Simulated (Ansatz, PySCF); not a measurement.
Potential energy curve for CuH, singlet.

- RKS-PBE = restricted PBE/def2-TZVP in Ansatz (a program for electronic structure)
- RKS-B3LYP/3-21G = restricted B3LYP/3-21G run with PySCF 2.14.0
- UCCSD = CCSD on UHF/def2-TZVP, 5 core orbitals frozen run with PySCF

Energies are in kJ/mol, each relative to the lowest point of its own curve near equilibrium.

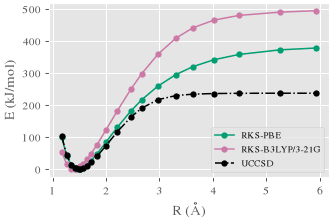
Fig. 1. Energy against bond length for each method.

```csv
R / Å,RKS-PBE,RKS-B3LYP/3-21G,UCCSD
1.17,101.2,55.2,103.6
1.26,42.7,15.8,45.2
1.35,12.3,1.1,14.3
1.41,3.0,0.0,4.2
1.43,1.4,0.8,2.3
1.49,0.0,5.8,0.0
1.52,1.0,9.6,0.5
1.57,4.7,17.3,3.2
1.65,14.6,32.8,11.4
1.72,26.1,48.6,21.4
1.83,47.6,76.3,40.3
2.00,84.6,122.9,73.7
2.21,130.7,181.9,116.7
2.47,182.6,250.8,163.2
2.67,216.9,298.3,190.7
2.97,259.2,358.4,216.9
3.31,295.4,409.1,229.8
3.63,320.3,441.5,234.3
4.02,341.6,465.2,236.2
4.49,358.2,480.0,236.9
5.26,372.5,490.2,237.2
5.94,378.3,494.7,237.3
```

At the longest distance, 5.94 Å, RKS-B3LYP/3-21G lies highest above its minimum (494.7 kJ/mol) and UCCSD lowest (237.3 kJ/mol).

The restricted form behind RKS-PBE, RKS-B3LYP/3-21G keeps the bonding electrons paired and can't separate into open-shell fragments. The unrestricted determinant behind UCCSD is spin-contaminated at 2.00 to 5.94 Å (<S²> up to 1.0, against 0.00 for a pure singlet).
